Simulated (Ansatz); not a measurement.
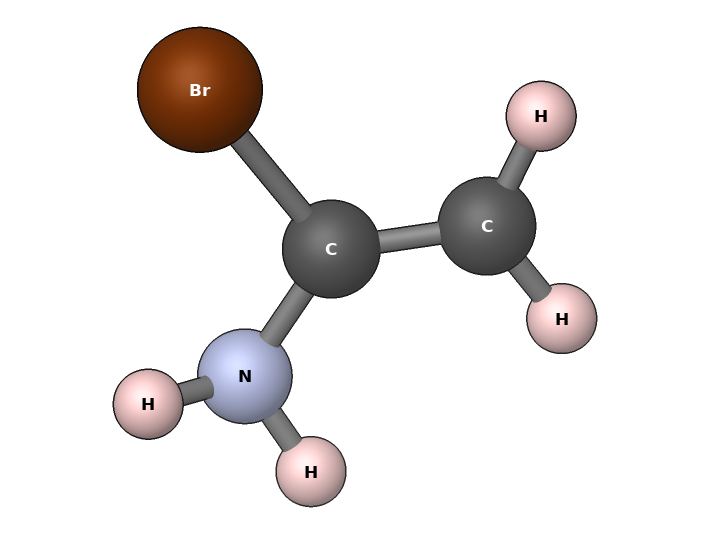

A ball-and-stick model of a molecule.

The computed structure is the end point of a PBE0-D4/def2-TZVP optimisation.

Identify the structure.

Formula C₂H₄BrN. Its SMILES string is `C=C(N)Br`. It has no ring. Among its groups: alkene, C–Br bond. The point group is C1. Coordination, clear cases only: 2 C trigonal planar.

More results for the same structure follow; atom numbers are the same in all pictures, views and colours differ.

### Geometry

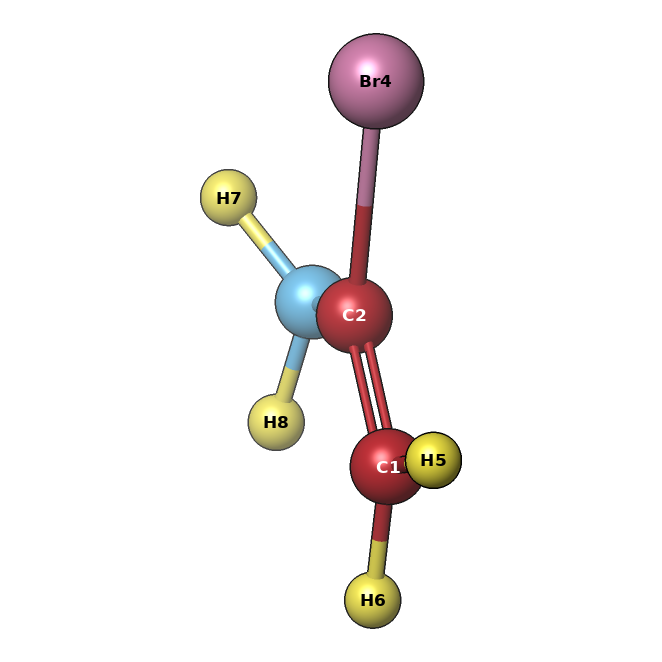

N3 lies behind C2. The molecule seen a little off the C2–N3 bond, C2 in front. Atoms fade into the background with distance from the viewer.

What is the torsion angle Br4–C2–N3–H7? The sign is positive where the front bond must turn clockwise to cover the back bond.

Answer. −35°, synclinal (gauche).

### Vibrations

Harmonic vibrations computed with RKS PBE0-D4/def2-TZVP (Ansatz 0.2.0) at a stationary point of the same level.

How many vibrational modes are there, and where do they lie?

Answer. 18 modes: 271, 336, 369, 511, 575, 603, 711, 804, 982, 1116, 1290, 1427, 1634, 1715, 3174, 3290, 3574, 3683 cm⁻¹.

### Levels of theory compared

Program: Ansatz 0.2.0.

Compare dipole (D), HOMO–LUMO gap (eV) at these levels: B3LYP-D4/def2-TZVPP; PBE-D4/def2-TZVPP; r2SCAN-D4/def2-TZVPP; ωB97M-V/def2-TZVPP.

```
               level  dipole (D)  HOMO–LUMO gap (eV)
 B3LYP-D4/def2-TZVPP        2.13                6.07
   PBE-D4/def2-TZVPP        2.15                4.37
r2SCAN-D4/def2-TZVPP        2.23                4.87
  ωB97M-V/def2-TZVPP        2.11               10.81
```

### Thermal motion

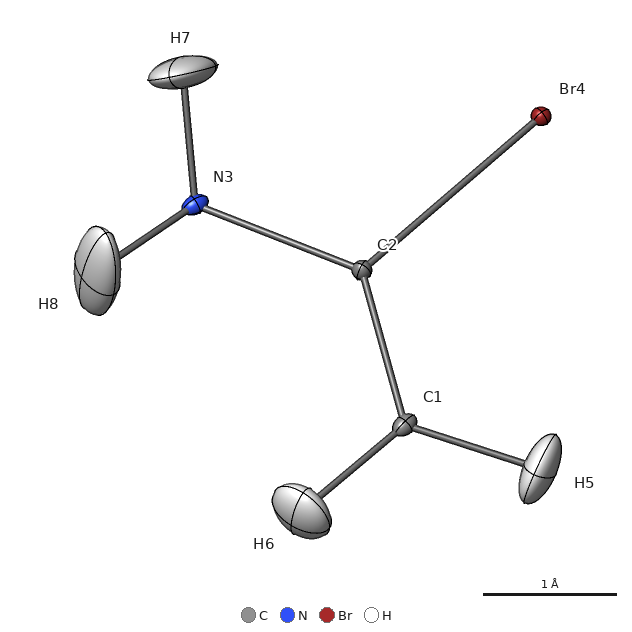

Displacement ellipsoids at the 50 % level, from the internal vibrations of the free molecule (harmonic, no overall translation or rotation; no half-axis is drawn under 0.075 Å). Vibrations computed with RKS PBE0-D4/def2-TZVP (Ansatz 0.2.0). Temperature: 600 K.

List U_eq and the three principal root-mean-square amplitudes for each kind of atom.

```csv
atom,U_eq (Å²),rms amplitudes (Å)
C1,0.0024,"0.030, 0.040, 0.069"
C2,0.0027,"0.046, 0.048, 0.061"
N3,0.0024,"0.026, 0.040, 0.069"
Br4,0.00019,"0.004, 0.012, 0.020"
H5,0.0242,"0.081, 0.178, 0.186"
H6,0.0243,"0.094, 0.162, 0.195"
H7,0.0474,"0.076, 0.165, 0.330"
H8,0.0465,"0.091, 0.154, 0.328"
```

### Charges

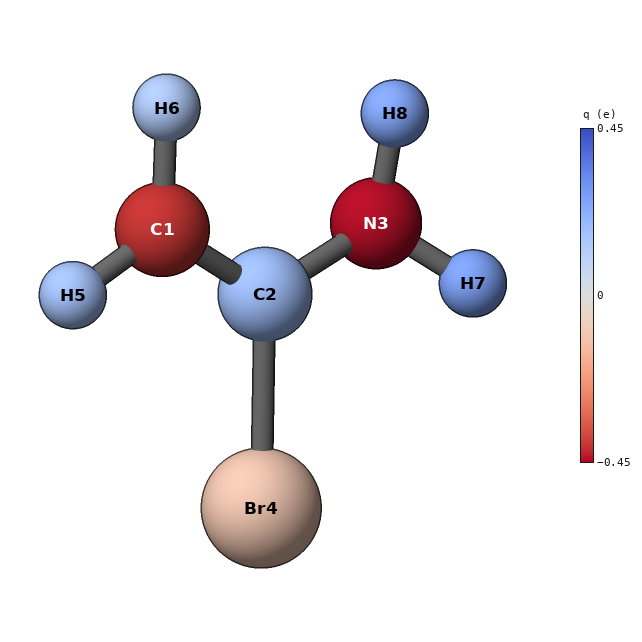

Atoms are coloured by their Mulliken charges. Method: RKS PBE0-D4/def2-TZVP (Ansatz 0.2.0).

List the Mulliken charges.

| atom | value (e) |
| --- | --- |
| C1 | −0.40 |
| C2 | 0.17 |
| N3 | −0.44 |
| Br4 | −0.10 |
| H5 | 0.15 |
| H6 | 0.12 |
| H7 | 0.25 |
| H8 | 0.24 |

Mulliken values depend strongly on the basis set and can even reverse the polarity of a bond.
